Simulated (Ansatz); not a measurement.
# YCo2B2: how the settings move a single-point run

Aim: see which settings change the result for YCo2B2, by how much, and at what cost.

Program: Ansatz 0.2.0. Level of theory: reference: DFT, r2SCAN, PAW with Ansatz's default frozen-core files, scalar-relativistic. These are calculated values, not measurements.

### Step 1. The system as given

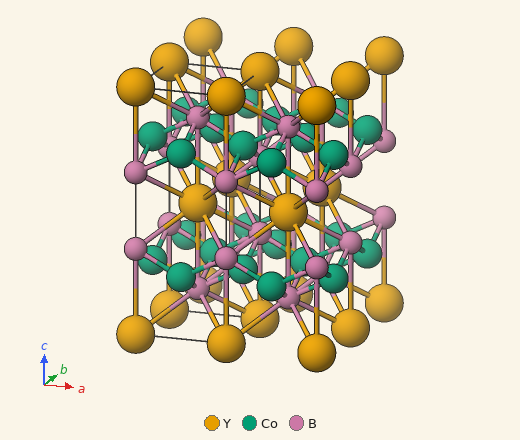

Start, viewed slightly off an axis; yttrium amber, cobalt teal, boron pink. 2×2×1 cells are drawn. Atoms on the faces are drawn again on the opposite ones. The cell drawn here is the conventional one.

As a file:

```xyz
5
Lattice="-1.7672 1.7672 4.7058 1.7672 -1.7672 4.7058 1.7672 1.7672 -4.7058" Properties=species:S:1:pos:R:3 pbc="T T T"
Y     0.0000    0.0000    0.0000
Co    0.0000    1.7672    2.3529
Co    1.7672    0.0000    2.3529
B     0.0000    0.0000    6.1614
B     0.0000    0.0000    3.2502
```

### Step 2. Baseline

File input.yaml:

```yaml
crystal:
  lattice:
    - [-1.7671798791, 1.7671798791, 4.7058280961]
    - [1.7671798791, -1.7671798791, 4.7058280961]
    - [1.7671798791, 1.7671798791, -4.7058280961]
  atoms:
    - { symbol: "Y", position: [0.0, 0.0, 0.0] }
    - { symbol: Co, position: [0.75, 0.25, 0.5] }
    - { symbol: Co, position: [0.25, 0.75, 0.5] }
    - { symbol: B, position: [0.65465929, 0.65465929, 0.0] }
    - { symbol: B, position: [0.34534071, 0.34534071, 0.0] }
kpoints:
  mp_grid: { grid: [14, 14, 14] }
  band_path:
    path:
      - [0.0, 0.0, 0.0]
      - [0.0, 0.0, 0.5]
      - [0.25, 0.25, 0.25]
      - [0.0, 0.5, 0.0]
      - [0.0, 0.0, 0.0]
      - [0.5, 0.5, -0.5]
      - [0.2852557054, 0.7147442946, -0.2852557054]
      - [-0.2852557054, 0.2852557054, 0.2852557054]
      - [0.0, 0.0, 0.0]
    npoints: 14
scf:
  occupations: { method: fermi_dirac, width: 0.03 }
hamiltonian:
  xc: r2scan
  pseudopotentials: { kind: paw }
output:
  forces: true
  stress: true
  eigenvalues: true
  efg: { contact_densities: true }
  populations: true
  bader: true
  dos: { projected: true, de: 0.2, e_range: [-14, 8] }
  write_density: true
  write_potential: true
  elf: true
  volumetric_format: npy
```

On the command line:

```
$ ansatz run input.yaml --threads 2 --pin off --max-ram 6144MiB --backend cpu --events-out ev --progress --plain --runs-dir out
```

Excerpt of the output:

```text
[...]
Basis set: ecut = 500 eV, 1517 PW (Γ), exchange–correlation on 160×160×160 points (64 copies of the dense FFT grid, shifted against one another)
[...]
k-points: 244 of 2744
[...]
SCF iter   1: F=—  HF=-14438.483144 eV  |F-HF|=—  |Δ(HF+E_count)|=         —  Δρ=2.85e-2  dr2=4.53e-1  dr2_τ=2.41e-1  ethr=1.77e-3  ⟨swp⟩=6.0  Hψ=29659  notcnv=0
preconditioner: auto → Kerker (q_TF=auto, 2.664 Å⁻¹)  [metal: Δε(μ)=0.005 eV  Ē_g=9.705 eV  σ=0.030 eV  W_gap=0.05  n_scr=14 (ndim 8)  ℏωp=27.8 eV  f_vac=0.000  D(μ)=1.20/eV (n_scr^D=10)]
SCF iter   2: F=—  HF=-14438.633026 eV  |F-HF|=—  |Δ(HF+E_count)|=   1.50e-1  Δρ=2.71e-2  dr2=2.44e-1  dr2_τ=3.65e-3  ethr=8.88e-4  ⟨swp⟩=2.3  Hψ=14090  notcnv=0  defer=159
[...]
SCF iter   9: F=—  HF=-14438.598657 eV  |F-HF|=—  |Δ(HF+E_count)|=   1.13e-6  Δρ=9.03e-6  dr2=3.28e-8  dr2_τ=8.15e-9  ethr=1.96e-10  ⟨swp⟩=10.5  Hψ=53867  notcnv=0
SCF iter  10: F=-14438.598657 eV  HF=-14438.598658 eV  |F-HF|=2.54e-8  |Δ(HF+E_count)|=   1.92e-8  Δρ=9.15e-6  dr2=3.35e-8  dr2_τ=9.04e-10  ethr=6.43e-11  ⟨swp⟩=6.0  Hψ=45792  notcnv=0
[...]
SCF converged after 10 iterations
Free energy (F): -14438.598657 eV
[...]
E sigma→0 (E₀):  -14438.596622 eV
[...]
Fermi energy:    14.645463 eV
[...]
  P = ⅓ Tr σ = -0.2597 GPa (-2.597 kbar)
[...]
```

Wall time 3.2 min (2 threads of Intel Xeon at 2.50GHz (Skylake/Cascade Lake), shared host); peak memory 0.98 GiB.

### Step 3. Changing settings: mp_grid.grid [18, 18, 18]

Changes to input.yaml since step 2:

```diff
@@ -12,3 +12,3 @@
 kpoints:
-  mp_grid: { grid: [14, 14, 14] }
+  mp_grid: { grid: [18, 18, 18] }
   band_path:
@@ -36,7 +36 @@
   populations: true
-  bader: true
-  dos: { projected: true, de: 0.2, e_range: [-14, 8] }
-  write_density: true
-  write_potential: true
-  elf: true
-  volumetric_format: npy
```

On the command line:

```
$ ansatz run input.yaml --threads 2 --pin off --max-ram 6144MiB --backend cpu --events-out ev --progress --plain --runs-dir out
```

What it wrote:

```text
basis.fft_grid_basis auto: the FFT boxes are laid along the combinations [[1, 0, 1], [0, 1, 1], [0, 0, 1]] of the cell's own vectors, 3.534, 3.534 and 5.328 Å long. The dense box has 27×27×40 points. Along the cell's own vectors, as sized, it would have 40×40×40, 2.19 times as many. Of the 16 symmetry operations that the crystal satisfies within crystal.symmetry.tolerance (time reversal apart; of a slab, those that keep its plane) the dense box along the cell's own vectors carries 16, and the one as laid loses 12 of those. basis.fft_grid_basis: typed keeps the cell's own vectors: state it where this run's energies or levels are differenced outside the engine with another run's, or held beside a run that keeps those vectors.
Y: output.efg is read without spin–orbit coupling, which moves field gradients at and beside such atoms by some per cent and up to a factor of two; PAW files take it under magnetization.noncollinear and magnetization.spin_orbit
Engine: ansatz 0.2.0
Pseudopotentials: kind: paw
Pseudopotential: Y, paw, valence charge 11, recommended cutoff 500 eV (meta_gga)
Pseudopotential: Co, paw, valence charge 17, recommended cutoff 500 eV (meta_gga)
Pseudopotential: B, paw, valence charge 3, recommended cutoff 500 eV (meta_gga)
Functional definition: r2SCAN
  parameter k0 = 0.174
  parameter k1 = 0.065
  parameter a1 = 4.9479
  exchange = r2scan_x(k0 = k0, k1 = k1, a1 = a1)
  correlation = r2scan_c
Crystal: 5 atoms, lattice volume = 58.784 Å³
Basis set: ecut = 500 eV, 1517 PW (Γ), FFT grids on a1+a3, a2+a3, a3, exchange–correlation on 108×108×160 points (64 copies of the dense FFT grid, shifted against one another)
Bands: 31, of which v1, the nominal top of the filled ones, is band 26 counted from 1 (25 counted from 0)
Symmetry: 16 space group operations
Space group: I4/mmm (ITA 139), of the structure as read, at distance tolerance 3.9e-5 Å
k-points: 480 of 5832
Non-local potential: Y, projectors of the file, l = 0: 3, l = 1: 2, l = 2: 2, l = 3: 1
Non-local potential: Co, projectors of the file, l = 0: 3, l = 1: 2, l = 2: 3, l = 3: 1
Non-local potential: B, projectors of the file, l = 0: 2, l = 1: 2, l = 2: 1
PAW form: soft (Blöchl's): semilocal exchange-correlation on the pseudo side does not see the compensation charge
PAW frozen core: Y, regenerated for the run's functional (the file was generated under x = pbe(κ = 0.804, μ = 0.2195149727645171), c = pbe(β = 0.06672455060314922))
PAW frozen core: Co, regenerated for the run's functional (the file was generated under x = pbe(κ = 0.804, μ = 0.2195149727645171), c = pbe(β = 0.06672455060314922))
PAW frozen core: B, regenerated for the run's functional (the file was generated under x = pbe(κ = 0.804, μ = 0.2195149727645171), c = pbe(β = 0.06672455060314922))
PAW one-centre angular grid: Y, 590 points (default); XC on 160 Gauss nodes
PAW one-centre angular grid: Co, 590 points (default); XC on 160 Gauss nodes
PAW one-centre angular grid: B, 302 points (default); XC on 160 Gauss nodes
Initial density: superposition of atomic densities (neutral atoms: chi_scale 0, normalization atom), corrected by the library's trained network
Initial wavefunctions: pseudopotential atomic-orbital guess
Functional: x = r2scan, c = r2scan; τ floored in thin density (d = 2e-4 eV/Å³)
SCF iter   1: F=—  HF=-14438.482360 eV  |F-HF|=—  |Δ(HF+E_count)|=         —  Δρ=2.86e-2  dr2=4.54e-1  dr2_τ=2.41e-1  ethr=1.77e-3  ⟨swp⟩=6.0  Hψ=58407  notcnv=0
preconditioner: auto → Kerker (q_TF=auto, 2.664 Å⁻¹)  [metal: Δε(μ)=0.001 eV  Ē_g=9.705 eV  σ=0.030 eV  W_gap=0.01  n_scr=14 (ndim 8)  ℏωp=27.8 eV  f_vac=0.000  D(μ)=1.45/eV (n_scr^D=10)]
SCF iter   2: F=—  HF=-14438.632632 eV  |F-HF|=—  |Δ(HF+E_count)|=   1.50e-1  Δρ=2.73e-2  dr2=2.49e-1  dr2_τ=3.70e-3  ethr=8.91e-4  ⟨swp⟩=2.3  Hψ=27756  notcnv=0  defer=315
SCF iter   3: F=—  HF=-14438.603543 eV  |F-HF|=—  |Δ(HF+E_count)|=   2.91e-2  Δρ=9.10e-3  dr2=7.00e-2  dr2_τ=2.69e-4  ethr=4.88e-4  ⟨swp⟩=2.1  Hψ=22210  notcnv=0  defer=315
SCF iter   4: F=—  HF=-14438.597469 eV  |F-HF|=—  |Δ(HF+E_count)|=   6.07e-3  Δρ=3.40e-3  dr2=5.46e-3  dr2_τ=1.93e-4  ethr=1.37e-4  ⟨swp⟩=2.0  Hψ=19279  notcnv=0  defer=315
SCF iter   5: F=—  HF=-14438.598019 eV  |F-HF|=—  |Δ(HF+E_count)|=   5.50e-4  Δρ=1.15e-3  dr2=1.75e-3  dr2_τ=7.21e-5  ethr=1.07e-5  ⟨swp⟩=2.2  Hψ=24662  notcnv=0  defer=312
SCF iter   6: F=—  HF=-14438.597965 eV  |F-HF|=—  |Δ(HF+E_count)|=   5.45e-5  Δρ=1.31e-3  dr2=1.03e-3  dr2_τ=8.30e-6  ethr=3.43e-6  ⟨swp⟩=2.0  Hψ=22385  notcnv=0  defer=311
SCF iter   7: F=—  HF=-14438.597932 eV  |F-HF|=—  |Δ(HF+E_count)|=   3.24e-5  Δρ=5.31e-4  dr2=1.42e-4  dr2_τ=2.21e-6  ethr=2.03e-6  ⟨swp⟩=1.2  Hψ=15341  notcnv=0  defer=308
SCF iter   8: F=—  HF=-14438.597930 eV  |F-HF|=—  |Δ(HF+E_count)|=   1.96e-6  Δρ=1.01e-4  dr2=4.11e-6  dr2_τ=3.08e-8  ethr=2.79e-7  ⟨swp⟩=2.0  Hψ=17454  notcnv=0  defer=308
SCF iter   9: F=—  HF=-14438.597926 eV  |F-HF|=—  |Δ(HF+E_count)|=   4.15e-6  Δρ=8.64e-6  dr2=2.87e-8  dr2_τ=8.05e-9  ethr=1.96e-10  ⟨swp⟩=7.1  Hψ=68262  notcnv=0
SCF iter  10: F=-14438.597926 eV  HF=-14438.597926 eV  |F-HF|=2.31e-8  |Δ(HF+E_count)|=   1.94e-8  Δρ=8.75e-6  dr2=3.07e-8  dr2_τ=8.53e-10  ethr=5.64e-11  ⟨swp⟩=2.1  Hψ=50436  notcnv=0
the search or the solves at the SCF's close seem to have found levels that the self-consistency loop had missed (the run counts 1). By its estimate they hold under 1e-12 electrons; where the run keeps them, the occupations were computed again with them
SCF 1 converged in 10 iterations: F = -14438.597926 eV  dr2 = 3.07e-8
NSCF: frozen V_eff on 113 k-points
SCF converged after 10 iterations
Free energy (F): -14438.597926 eV
Harris-Foulkes:  -14438.597926 eV  (|F-HF|=2.31e-8)
Internal energy: -14438.593226 eV  (E = F + TS)
E sigma→0 (E₀):  -14438.595576 eV
Entropy (-TS):   -0.004700 eV (-0.940 meV/atom)
Fermi energy:    14.651541 eV
--- Per-component energies (eV) ---
  E_band       = -693.246173
  E_kinetic    = 1319.646425
  E_local      = -8508.650062  (includes V_loc(G=0)·N_el)
  E_nonlocal   = 978.900365
  E_hartree    = 3655.338201
  E_xc         = -550.637115
  E_vxc        = -771.500384  (∫ρ·V_xc dr)
  E_paw        = -6047.375941  (= ΣΔE_a)
  E_vpaw       = -1068.401499  (= ΣTr[D̂ρ^β])
  E_aug_tail   = 0.000066  (compensation charges beyond the density's cutoff)
  E_vtau       = 46.102853  (kinetic-family band-sum trace: ∫τ·v_τ [+ j·A + Jᵃ·Aᵃ] dr)
  E_ewald      = -5285.033915
  E_core_change = -0.781250  (= ΣΔE_core)
  E_smearing   = -0.004700  (= −TS)
  E_closure    = 0.000000  (closes the sum)
  Σ components = -14438.597926   (vs F -14438.597926, Δ=0.00e0)
--- Forces (eV/Å), atoms counted from 1 ---
  atom   1  Y      0.00000000     0.00000000     0.00000000
  atom   2  Co     0.00000000     0.00000000     0.00000000
  atom   3  Co     0.00000000     0.00000000     0.00000000
  atom   4  B      0.00000000     0.00000000     0.01917567
  atom   5  B      0.00000000     0.00000000    -0.01917567
  max |Σ_I F_I| component: 6.94e-18 eV/Å
--- Stress (GPa, compression-positive) ---
       -0.415633       0.000000       0.000000
        0.000000      -0.415633       0.000000
        0.000000       0.000000       0.043346
  P = ⅓ Tr σ = -0.2626 GPa (-2.626 kbar)
--- PAW observables at the nuclei: V_zz in 10²¹ V/m², potentials from the cell's mean, atoms counted from 1 ---
  atom   1  Y  V_zz =    -9.709960   η = 0.0000   by run symmetry: allowed
            electrostatic potential = -5719.365259 V   contact ρ = 443560.029483 e/Å³
  atom   2  Co V_zz =    +1.266300   η = 0.0000   by run symmetry: allowed
            electrostatic potential = -3389.797707 V   contact ρ = 114588.326366 e/Å³
  atom   3  Co V_zz =    +1.266300   η = 0.0000   by run symmetry: allowed
            electrostatic potential = -3389.797707 V   contact ρ = 114588.326366 e/Å³
  atom   4  B  V_zz =    +1.006088   η = 0.0000   by run symmetry: allowed
            electrostatic potential = -331.423759 V   contact ρ = 486.332538 e/Å³
  atom   5  B  V_zz =    +1.006088   η = 0.0000   by run symmetry: allowed
            electrostatic potential = -331.423759 V   contact ρ = 486.332538 e/Å³
--- Band table (eV; the first three rows and the last of 480) ---
  k-point 0: bands = ["-83.9449", "-83.9086", "-45.9313", "-45.9313", "-45.7690", "-45.7690", "-45.6158", "-45.5773", "-29.0619", "-8.4367", "-8.3147", "-8.3147", "3.4417", "7.3525", "9.2279", "10.8549", "10.8549", "11.1747", "11.6247", "12.3530", "12.3530", "13.4762", "13.9159", "14.1436", "14.1436", "14.3352", "14.8037", "15.0179", "19.4659", "19.4659", "19.7228"]
  k-point 1: bands = ["-83.9443", "-83.9092", "-45.9320", "-45.9259", "-45.7746", "-45.7685", "-45.6152", "-45.5779", "-29.0601", "-8.4338", "-8.3274", "-8.3246", "3.5222", "7.3595", "9.3035", "10.7559", "10.8858", "11.2471", "11.5389", "12.2123", "12.4740", "13.4333", "13.8654", "14.0197", "14.1164", "14.3617", "14.8404", "15.1399", "18.6970", "19.5261", "20.2494"]
  k-point 2: bands = ["-83.9427", "-83.9107", "-45.9340", "-45.9104", "-45.7908", "-45.7670", "-45.6135", "-45.5795", "-29.0552", "-8.4253", "-8.3627", "-8.3529", "3.7589", "7.3813", "9.5103", "10.5577", "10.9769", "11.3786", "11.4020", "11.7948", "12.6957", "13.3537", "13.7277", "13.8130", "14.0402", "14.4263", "14.9438", "15.3352", "17.7587", "19.6838", "20.3898"]
  k-point 479: bands = ["-83.9449", "-83.9086", "-45.9313", "-45.9313", "-45.7690", "-45.7690", "-45.6158", "-45.5773", "-29.0603", "-8.4837", "-8.3134", "-8.3134", "4.3486", "6.2410", "9.0495", "10.5980", "10.5980", "11.1946", "11.4999", "12.3756", "12.3756", "12.5496", "13.9181", "14.9027", "14.9027", "15.0179", "16.0199", "16.2817", "18.5186", "18.9140", "18.9140"]
--- Löwdin populations: 5 sites ---
  site symbol       q [e]
     0      Y     10.3901
     1     Co     16.3725
     2     Co     16.3725
     3      B      3.7974
     4      B      3.7974
  spilling = 0.005295 (of n_electrons = 51.000000)
```

Wall time 2.8 min (2 threads of Intel Xeon at 2.50GHz (Skylake/Cascade Lake), shared host); peak memory 1.1 GiB.

Changing the k-point mesh leaves the energy as it was (+0.1 meV/atom).

### Step 4. Side by side

| run | ending | energy change | pressure (GPa) | gap (eV) | force (eV/Å) | cycles | time |
| --- | --- | --- | --- | --- | --- | --- | --- |
| reference | converged | 0 | -0.3 | 0.00 | 0.03 | 10 | 3.2 min |
| 1: mp_grid.grid [18, 18, 18] | converged | +0.1 meV/atom | -0.3 | 0.00 | 0.02 | 10 | 2.8 min |

Times don't compare one to one where runs were asked for different outputs or read a saved state (see the inputs); cycles may leave out searches for a lower state.

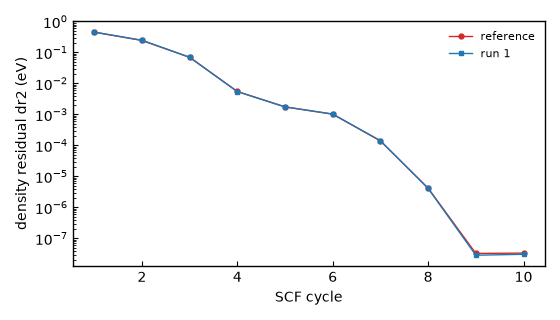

Residual by cycle in the longest SCF loop of each run; runs are numbered as in the table.

**Reading.** Changing the k-point mesh hardly moves the energy: +0.1 meV/atom. The reference has no spin polarisation; with Co present, a magnetic state may lie lower.
